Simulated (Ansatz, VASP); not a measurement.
# ZnS (Sphalerite) in two plane-wave programs

One calculation is typed for both programs; each brings its own data sets and cutoff. How far apart do they land?

Main program and level: Ansatz 0.2.0; plane waves, with VASP 6.6.1 beside it; band structure at PBE, band structure at r2SCAN and dielectric response at LDA.

**1. The starting structure**

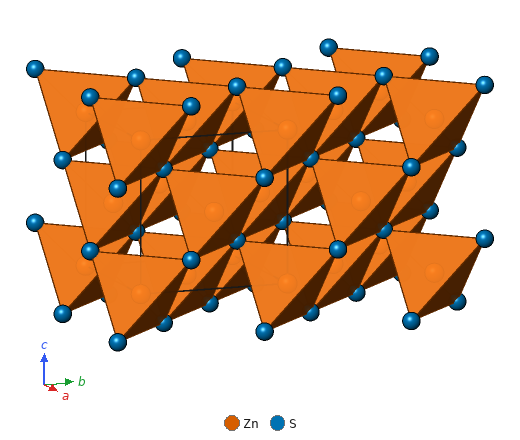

Start, viewed slightly off an axis; zinc orange, sulfur blue. 1×2×1 cells are drawn. This picture shows the conventional cell, with its axes. Some periodic images of atoms are drawn too.

Coordinates:

```cif
data_structure
_symmetry_space_group_name_H-M 'F-43m'
_symmetry_Int_Tables_number 216
_cell_length_a 5.4093
_cell_length_b 5.4093
_cell_length_c 5.4093
_cell_angle_alpha 90.000
_cell_angle_beta 90.000
_cell_angle_gamma 90.000
_cell_volume 158.28
loop_
_atom_site_label
_atom_site_type_symbol
_atom_site_symmetry_multiplicity
_atom_site_Wyckoff_symbol
_atom_site_fract_x
_atom_site_fract_y
_atom_site_fract_z
_atom_site_occupancy
Zn1 Zn 4 a 0.00000 0.00000 0.00000 1
S1 S 4 c 0.25000 0.25000 0.25000 1
```

**2. Ansatz: band structure, PBE**

Ansatz runs on its default PAW (the set named soft_2) files.

The same path points are solved in both programs, so levels can be compared one by one.

Contents of input.yaml:

```yaml
crystal:
  lattice:
    - [0.0, 2.70465, 2.70465]
    - [2.70465, 0.0, 2.70465]
    - [2.70465, 2.70465, 0.0]
  atoms:
    - { symbol: Zn, position: [0.0, 0.0, 0.0] }
    - { symbol: S, position: [0.75, 0.75, 0.75] }
hamiltonian:
  xc: pbe
  pseudopotentials: { kind: paw }
kpoints:
  mp_grid: { grid: [8, 8, 8] }
  band_path:
    path:
      - [0.0, 0.0, 0.0]
      - [0.16667, 0.0, 0.16667]
      - [0.33333, 0.0, 0.33333]
      - [0.5, 0.0, 0.5]
      - [0.5, 0.08333, 0.58333]
      - [0.5, 0.19444, 0.69444]
      - [0.5, 0.25, 0.75]
      - [0.45833, 0.29167, 0.75]
      - [0.40278, 0.34722, 0.75]
      - [0.375, 0.375, 0.75]
      - [0.20833, 0.20833, 0.41667]
      - [0.08333, 0.08333, 0.16667]
      - [0.0, 0.0, 0.0]
      - [0.22222, 0.22222, 0.22222]
      - [0.38889, 0.38889, 0.38889]
      - [0.51389, 0.47222, 0.51389]
      - [0.55556, 0.38889, 0.55556]
      - [0.61111, 0.27778, 0.61111]
      - [0.61111, 0.25, 0.63889]
      - [0.56944, 0.25, 0.68056]
      - [0.51389, 0.25, 0.73611]
      - [0.5, 0.27778, 0.72222]
      - [0.5, 0.38889, 0.61111]
      - [0.5, 0.47222, 0.52778]
      - [0.48611, 0.48611, 0.52778]
      - [0.43056, 0.43056, 0.63889]
      - [0.38889, 0.38889, 0.72222]
      - [0.59722, 0.19444, 0.59722]
      - [0.55556, 0.11111, 0.55556]
      - [0.5, 0.0, 0.5]
    npoints: 1
scf:
  occupations: { method: gaussian, width: 0.03 }
  n_extra_bands: 7
output:
  forces: true
  stress: true
  eigenvalues: true
```

Run with:

```console
$ ansatz run input.yaml --threads 2 --pin off --max-ram 4608MiB --backend cpu --events-out ev --progress --plain --runs-dir out
```

Numbers of over 12 decimals in the logs are rounded to 6 here.

The log of the run:

```text
scf.n_extra_bands = 7 over 9 filled bands (N_el = 18.0): the run solves 16 bands
Engine: ansatz 0.2.0, aarch64-unknown-linux-gnu
Pseudopotentials: kind: paw
Pseudopotential: Zn, paw, valence charge 12, recommended cutoff 420 eV (normal), Zn.paw.azcp
Pseudopotential: S, paw, valence charge 6, recommended cutoff 420 eV (normal), S.paw.azcp
Functional definition: PBE
  parameter kappa = 0.804
  parameter beta = 0.066725
  exchange = pbe_x(kappa = kappa, mu = beta*pi^2/3)
  correlation = pbe_c(beta = beta)
Crystal: 2 atoms, lattice volume = 39.570 Å³
Basis set: ecut = 420 eV, 749 PW (Γ), exchange–correlation on 54×54×54 points (8 copies of the dense FFT grid, shifted against one another)
Bands: 16, of which v1, the nominal top of the filled ones, is band 9 counted from 1 (8 counted from 0)
Symmetry: 24 space group operations
Space group: F-43m (ITA 216), of the structure as read, at distance tolerance 3.4e-5 Å
k-points: 29 of 512 (time reversal used)
Non-local potential: Zn, projectors of the file, l = 0: 2, l = 1: 2, l = 2: 3, l = 3: 1
Non-local potential: S, projectors of the file, l = 0: 2, l = 1: 2, l = 2: 2
PAW form: soft (Blöchl's): semilocal exchange-correlation on the pseudo side does not see the compensation charge
PAW one-centre angular grid: Zn, 590 points (default); XC on 64 Gauss nodes
PAW one-centre angular grid: S, 110 points (default); XC on 64 Gauss nodes
Initial density: superposition of atomic densities (neutral atoms: chi_scale 0, normalization atom), corrected by the library's trained network
Initial wavefunctions: pseudopotential atomic-orbital guess
Functional: x = pbe(κ = 0.804, μ = 0.219515), c = pbe(β = 0.066725)
SCF iter   1: F=—  HF=-4222.730766 eV  |F-HF|=—  |Δ(HF+E_count)|=         —  Δρ=5.84e-4  dr2=1.74e-4  ethr=1.77e-3  ⟨swp⟩=5.5  Hψ=2666  notcnv=0  defer=4
preconditioner: auto → none  [insulator: Δε(μ)=2.089 eV  Ē_g=14.749 eV  σ=0.030 eV  W_gap=1.00  n_scr=14 (ndim 8)  ℏωp=25.0 eV  f_vac=0.029  D(μ)=0.00/eV (n_scr^D=0)  ε∞_Penn≈3.9]
SCF iter   2: F=—  HF=-4222.730947 eV  |F-HF|=—  |Δ(HF+E_count)|=   1.81e-4  Δρ=5.95e-4  dr2=6.60e-5  ethr=9.68e-7  ⟨swp⟩=2.1  Hψ=980  notcnv=0  defer=36
SCF iter   3: F=—  HF=-4222.730967 eV  |F-HF|=—  |Δ(HF+E_count)|=   1.98e-5  Δρ=1.53e-4  dr2=7.05e-6  ethr=3.66e-7  ⟨swp⟩=2.0  Hψ=614  notcnv=0  defer=36
SCF iter   4: F=—  HF=-4222.730978 eV  |F-HF|=—  |Δ(HF+E_count)|=   1.07e-5  Δρ=5.70e-5  dr2=5.22e-7  ethr=3.92e-8  ⟨swp⟩=2.0  Hψ=629  notcnv=0  defer=36
SCF iter   5: F=—  HF=-4222.730981 eV  |F-HF|=—  |Δ(HF+E_count)|=   3.48e-6  Δρ=3.03e-5  dr2=2.26e-7  ethr=2.90e-9  ⟨swp⟩=2.0  Hψ=658  notcnv=0  defer=36
SCF iter   6: F=-4222.730982 eV  HF=-4222.730982 eV  |F-HF|=1.33e-8  |Δ(HF+E_count)|=   5.96e-7  Δρ=3.37e-6  dr2=1.67e-9  ethr=5.56e-10  ⟨swp⟩=7.6  Hψ=2312  notcnv=0
SCF 1 converged in 6 iterations: F = -4222.730982 eV  dr2 = 1.67e-9
  greatest PAW one-centre occupation: 0.983 electrons in one spin orbital (limit 2), on the Zn atom at site 0 (counted from 0), in its partial waves of l = 2
NSCF: frozen V_eff on 30 k-points
SCF converged after 6 iterations
Free energy (F): -4222.730982 eV
Harris-Foulkes:  -4222.730982 eV  (|F-HF|=1.33e-8)
Internal energy: -4222.730982 eV  (E = F + TS)
E sigma→0 (E₀):  -4222.730982 eV
Fermi energy:    6.797245 eV
--- Per-component energies (eV) ---
  E_band       = 4.597229
  E_kinetic    = 238.288008
  E_local      = -2042.834230  (includes V_loc(G=0)·N_el)
  E_nonlocal   = 642.746904
  E_hartree    = 854.141122
  E_xc         = -234.386894
  E_vxc        = -139.534090  (∫ρ·V_xc dr)
  E_paw        = -2428.534294  (= ΣΔE_a)
  E_vpaw       = -402.351436  (= ΣTr[D̂ρ^β])
  E_aug_tail   = -0.000358  (compensation charges beyond the density's cutoff)
  E_ewald      = -1252.151240
  E_smearing   = -0.000000  (= −TS)
  E_closure    = 0.000000  (closes the sum)
  Σ components = -4222.730982   (vs F -4222.730982, Δ=0.00e0)
--- Forces (eV/Å), atoms counted from 1 ---
  atom   1  Zn    -0.00000000     0.00000000     0.00000000
  atom   2  S      0.00000000    -0.00000000     0.00000000
  max |Σ_I F_I| component: 2.78e-17 eV/Å
--- Stress (GPa, compression-positive) ---
        1.374997       0.000000      -0.000000
       -0.000000       1.374997       0.000000
       -0.000000       0.000000       1.374997
  P = ⅓ Tr σ = 1.3750 GPa (13.750 kbar)
--- Band table (eV; the first three rows and the last of 29) ---
  k-point 0: bands = [... 5 lower, -0.0779, 5.7487, 5.7487, 5.7487, 7.8453, 12.1203, 12.1203, 12.1203, ... 3 higher]
  k-point 1: bands = [... 5 lower, -0.0796, 4.6370, 5.6021, 5.6021, 8.6651, 12.0271, 12.3714, 12.3714, ... 3 higher]
  k-point 2: bands = [... 5 lower, -0.0764, 2.9247, 5.2825, 5.2825, 9.2106, 12.6594, 12.7390, 12.7390, ... 3 higher]
  k-point 28: bands = [... 5 lower, 0.3188, 1.1747, 3.0146, 3.0479, 11.4384, 11.7588, 13.5941, 13.9428, ... 3 higher]
```

The job ended after 1.3 s (2 threads of Arm Neoverse V2, shared host; peak memory 0.29 GiB; 2.4 s of CPU time).

The column dr2 measures how far the density is from self-consistency, as an energy; F and HF (Harris–Foulkes) agree once it is small.

**3. VASP: band structure, PBE**

The same cell, functional, mesh and smearing now go to VASP, with its own data sets and cutoff.

Lines of VASP's logs that name or quote its potential files are left out, and so is its time.

Contents of INCAR:

```
SYSTEM = ZnS
PREC = Accurate
ENCUT = 350
EDIFF = 1E-06
NELM = 100
ISMEAR = 0
SIGMA = 0.03
LREAL = .FALSE.
ALGO = Normal
GGA = PE
NBANDS = 21
LORBIT = 11
LWAVE = .FALSE.
LCHARG = .FALSE.
KPAR = 4
```

Contents of POSCAR:

```
ZnS
1.0
    0.0000000000      2.7046500000      2.7046500000
    2.7046500000      0.0000000000      2.7046500000
    2.7046500000      2.7046500000      0.0000000000
Zn S
1 1
Direct
    0.0000000000      0.0000000000      0.0000000000
    0.7500000000      0.7500000000      0.7500000000
```

Contents of KPOINTS:

```
Automatic mesh
0
Gamma
8 8 8
0 0 0
```

Contents of KPOINTS_OPT:

```
Line mode
10
Line-mode
Reciprocal
  0.00000000   0.00000000   0.00000000 GAMMA
  0.50000000   0.00000000   0.50000000 X

  0.50000000   0.00000000   0.50000000 X
  0.50000000   0.25000000   0.75000000 W

  0.50000000   0.25000000   0.75000000 W
  0.37500000   0.37500000   0.75000000 K

  0.37500000   0.37500000   0.75000000 K
  0.00000000   0.00000000   0.00000000 GAMMA

  0.00000000   0.00000000   0.00000000 GAMMA
  0.50000000   0.50000000   0.50000000 L

  0.50000000   0.50000000   0.50000000 L
  0.62500000   0.25000000   0.62500000 U

  0.62500000   0.25000000   0.62500000 U
  0.50000000   0.25000000   0.75000000 W

  0.50000000   0.25000000   0.75000000 W
  0.50000000   0.50000000   0.50000000 L

  0.50000000   0.50000000   0.50000000 L
  0.37500000   0.37500000   0.75000000 K

  0.62500000   0.25000000   0.62500000 U
  0.50000000   0.00000000   0.50000000 X
```

Potentials, in the order of the species: Zn and S (PBE family, release 64).

Run with:

```console
$ mpirun -np 4 vasp_std
```

The log of the run:

```text
[banner, memory and clock lines left out]
running    4 mpi-ranks, on    1 nodes
 distrk:  each k-point on    1 cores,    4 groups
 distr:  one band on    1 cores,    1 groups

 POSCAR found type information on POSCAR ZnS
 POSCAR found :  2 types and       2 ions
 LDA part: xc-table for (Slater+PW92), standard interpolation
 POSCAR, INCAR and KPOINTS ok, starting setup
 FFT: planning ... GRIDC
 FFT: planning ... GRID_SOFT
 FFT: planning ... GRID
 WAVECAR not read
 entering main loop
       N       E                     dE             d eps       ncg     rms          rms(c)
DAV:   1     0.935370285956E+02    0.93537E+02   -0.65822E+03  1231   0.780E+02
DAV:   2     0.250884449405E+00   -0.93286E+02   -0.84872E+02  1271   0.201E+02
DAV:   3    -0.718750890870E+01   -0.74384E+01   -0.73526E+01  1487   0.564E+01
DAV:   4    -0.727268875929E+01   -0.85180E-01   -0.85130E-01  1371   0.614E+00
DAV:   5    -0.727313373186E+01   -0.44497E-03   -0.44496E-03  1487   0.447E-01    0.685E+00
DAV:   6    -0.687043050984E+01    0.40270E+00   -0.45875E-01  1613   0.223E+01    0.534E+00
DAV:   7    -0.684595885628E+01    0.24472E-01   -0.16444E-01  1426   0.318E+00    0.272E+00
DAV:   8    -0.684509784305E+01    0.86101E-03   -0.47282E-03  1616   0.964E-01    0.652E-01
DAV:   9    -0.684526823605E+01   -0.17039E-03   -0.13704E-03  1403   0.246E-01    0.852E-02
DAV:  10    -0.684543738499E+01   -0.16915E-03   -0.24699E-04  1353   0.903E-02    0.447E-02
DAV:  11    -0.684542843146E+01    0.89535E-05   -0.20623E-05  1431   0.313E-02    0.151E-02
DAV:  12    -0.684542870651E+01   -0.27505E-06   -0.38211E-06  1368   0.101E-02
   1 F= -.68454287E+01 E0= -.68454287E+01  d E =-.112791E-21
 Start KPOINTS_OPT (optional k-point list driver)
k-point batch [1-29\100]
       N       E                     dE             ncg
DAV:   1     0.101362598967E+04   -0.13204E+05     1234
DAV:   2    -0.159537628888E+04   -0.26090E+04     1266
DAV:   3    -0.179863464624E+04   -0.20326E+03     1457
DAV:   4    -0.180085949467E+04   -0.22248E+01     1403
DAV:   5    -0.180087086503E+04   -0.11370E-01     1478
DAV:   6    -0.180087096143E+04   -0.96400E-04     1443
DAV:   7    -0.180087096237E+04   -0.94293E-06     1286
[...]
k-point batch [88-100\100]
       N       E                     dE             ncg
DAV:   1     0.857427578496E+04   -0.69424E+04      559
DAV:   2     0.740620860871E+04   -0.11681E+04      567
DAV:   3     0.731844178590E+04   -0.87767E+02      677
DAV:   4     0.731752614757E+04   -0.91564E+00      606
DAV:   5     0.731752137216E+04   -0.47754E-02      678
DAV:   6     0.731752132787E+04   -0.44293E-04      626
DAV:   7     0.731752132734E+04   -0.52969E-06      649
```

Parts of OUTCAR (step 3):

```text
ion  position               nearest neighbor table
   1  0.000  0.000  0.000-   2 2.34   2 2.34   2 2.34   2 2.34
   2  0.750  0.750  0.750-   1 2.34   1 2.34   1 2.34   1 2.34

  LATTYP: Found a face centered cubic cell.
 ALAT       =     5.4093000000

 Subroutine GETGRP returns: Found 24 space group operations
 (whereof 24 operations were pure point group operations)

The static configuration has the point symmetry T_d .

 Found     29 irreducible k-points:

   k-points           NKPTS =     29   k-points in BZ     NKDIM =     29   number of bands    NBANDS=     21

   dimension x,y,z NGX =    24 NGY =   24 NGZ =   24
   dimension x,y,z NGXF=    48 NGYF=   48 NGZF=   48

   ENCUT  =  350.0 eV  25.72 Ry    5.07 a.u.   5.83  5.83  5.83*2*pi/ulx,y,z

   NELECT =      18.0000    total number of electrons

 k-points in reciprocal lattice and weights: Automatic mesh
   0.00000000  0.00000000  0.00000000       0.002
   0.12500000  0.00000000  0.00000000       0.016
   0.25000000  0.00000000  0.00000000       0.016
   0.37500000  0.00000000  0.00000000       0.016
   0.50000000  0.00000000  0.00000000       0.008
   0.12500000  0.12500000  0.00000000       0.012
   0.25000000  0.12500000  0.00000000       0.047
   0.37500000  0.12500000  0.00000000       0.047
   0.50000000  0.12500000  0.00000000       0.047
[...]
-0.37500000  0.50000000  0.12500000       0.023
  -0.25000000  0.50000000  0.25000000       0.012

 average (electrostatic) potential at core
       1 -36.2627       2 -88.5975

 E-fermi :   2.2759

 k-point     1 :       0.0000    0.0000    0.0000
  band No.  band energies     occupation
    ...
      5      -3.7380      2.00000
      6      -3.7380      2.00000
      7       2.0831      2.00000
      8       2.0831      2.00000
      9       2.0831      2.00000
     10       4.1793      0.00000
     11       8.4777      0.00000
     12       8.4777      0.00000
     13       8.4778      0.00000
     14      13.8451      0.00000
    ...

 k-point     2 :       0.1250    0.0000    0.0000
  band No.  band energies     occupation
    ...
      5      -3.7394      2.00000
      6      -3.7394      2.00000
      7       0.9697      2.00000
      8       1.9364      2.00000
      9       1.9364      2.00000
     10       5.0003      0.00000
     11       8.3840      0.00000
     12       8.7313      0.00000
     13       8.7313      0.00000
     14      13.2546      0.00000
    ...

 k-point     3 :       0.2500    0.0000    0.0000
  band No.  band energies     occupation
    ...
      5      -3.7361      2.00000
      6      -3.7361      2.00000
      7      -0.7429      2.00000
      8       1.6167      2.00000
      9       1.6167      2.00000
     10       5.5456      0.00000
     11       9.0157      0.00000
     12       9.1008      0.00000
     13       9.1008      0.00000
     14      13.0556      0.00000
    ...

  Total        0.3410074      0.3410074      0.3410074      0.0000000     -0.0000000     -0.0000000
  in kB       13.8073773     13.8073773     13.8073773      0.0000000     -0.0000000     -0.0000000
  external PRESSURE =      13.8073773 kB  Pullay stress =       0.0000000 kB

  energy-cutoff  :      350.00
  volume of cell :       39.57
      direct lattice vectors                 reciprocal lattice vectors
     0.000000000  2.704650000  2.704650000    -0.184866803  0.184866803  0.184866803
     2.704650000  0.000000000  2.704650000     0.184866803 -0.184866803  0.184866803
     2.704650000  2.704650000  0.000000000     0.184866803  0.184866803 -0.184866803

 POSITION                                       TOTAL-FORCE (eV/Angst)
 -----------------------------------------------------------------------------------
      0.00000      0.00000      0.00000         0.000000      0.000000      0.000000
      4.05697      4.05697      4.05697        -0.000000     -0.000000     -0.000000
 -----------------------------------------------------------------------------------
    total drift:                                0.000001      0.000001      0.000002

  FREE ENERGIE OF THE ION-ELECTRON SYSTEM (eV)
  ---------------------------------------------------
  free  energy   TOTEN  =        -6.8454287065 eV

  energy  without entropy=       -6.8454287065  energy(sigma->0) =       -6.84542871

 total charge
# of ion       s       p       d       tot
------------------------------------------
    1        0.519   0.474   9.795  10.788
    2        1.315   2.434   0.000   3.749
--------------------------------------------------
tot          1.834   2.908   9.795  14.537

[... 3 further parts left out ...]
```

The run ends at a pressure of 1.38 GPa.

**4. Differences**

Known differences besides the PAW data sets themselves: the cutoff is 420 eV in Ansatz and 350 eV in VASP; VASP leaves aspherical gradient terms in its spheres out (LASPH is not set), Ansatz keeps them. Total energies have different zeros and are not compared.

Both answers:

```
                     quantity  Ansatz   VASP  difference
               pressure (GPa)    1.38   1.38       -0.01
gap over the path points (eV)   2.097  2.096       0.000
```

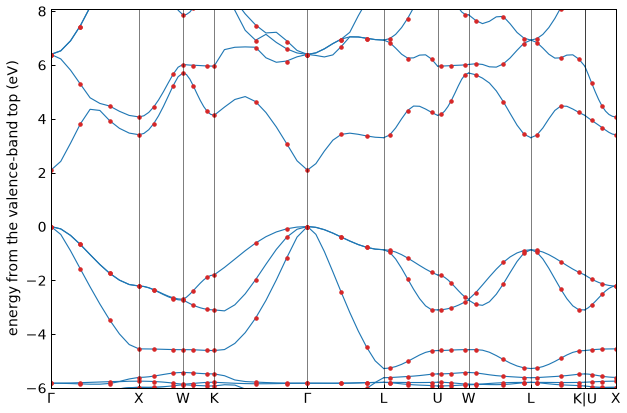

Bands from VASP (lines) and levels from Ansatz (dots). Dots without a line are higher empty bands that the VASP plot leaves out.

Levels at points of the path, from each program's valence-band top (eV; 4 filled, then empty):

```
k (reciprocal lattice)                                   Ansatz                                     VASP
     0.000 0.000 0.000      -5.83 0.00 0.00 0.00 2.10 6.37 6.37      -5.82 0.00 0.00 0.00 2.10 6.39 6.39
     0.167 0.000 0.167   -5.81 -1.57 -0.67 -0.67 3.81 5.28 7.42   -5.80 -1.57 -0.67 -0.67 3.81 5.29 7.46
     0.333 0.000 0.333   -5.77 -3.47 -1.74 -1.74 3.93 4.47 9.36   -5.76 -3.47 -1.74 -1.74 3.93 4.48 9.39
     0.500 0.000 0.500  -5.61 -4.55 -2.21 -2.21 3.41 4.07 10.93  -5.60 -4.55 -2.21 -2.21 3.41 4.07 10.96
     0.500 0.083 0.583  -5.57 -4.55 -2.35 -2.34 3.82 4.43 10.24  -5.56 -4.55 -2.35 -2.34 3.82 4.44 10.28
     0.500 0.194 0.694   -5.45 -4.57 -2.68 -2.65 5.23 5.65 8.43   -5.44 -4.57 -2.68 -2.65 5.24 5.66 8.46
     0.500 0.250 0.750   -5.43 -4.57 -2.73 -2.70 5.69 6.01 7.84   -5.42 -4.58 -2.74 -2.70 5.70 6.02 7.87
     0.458 0.292 0.750   -5.45 -4.58 -2.92 -2.38 5.21 5.98 8.11   -5.44 -4.58 -2.92 -2.38 5.22 5.99 8.14
     0.403 0.347 0.750   -5.48 -4.60 -3.08 -1.88 4.28 5.95 9.08   -5.47 -4.60 -3.08 -1.88 4.28 5.96 9.12
     0.375 0.375 0.750   -5.48 -4.61 -3.10 -1.80 4.13 5.95 9.34   -5.47 -4.61 -3.10 -1.80 4.13 5.96 9.39
```

Among the levels compared (up to four filled and three empty ones at each point), filled levels agree within 8 meV and empty ones within 50 meV. Ansatz's pressure holds a Pulay correction of 0.07 GPa; VASP's holds none.

[end of part 1 of 2]

[Lines on the potential files, build, host, timing and source positions are cut from VASP's logs without a mark.]

[Logs are printed without paths, hosts, clocks, repeated set-up lines and the standing remarks that a program may print on its own settings, such as how far it seeks lower states.]

[Hosts, paths, dates, database ids (printed as entryN), source tags and the programs' standing remarks are cut or masked in the printed files.]
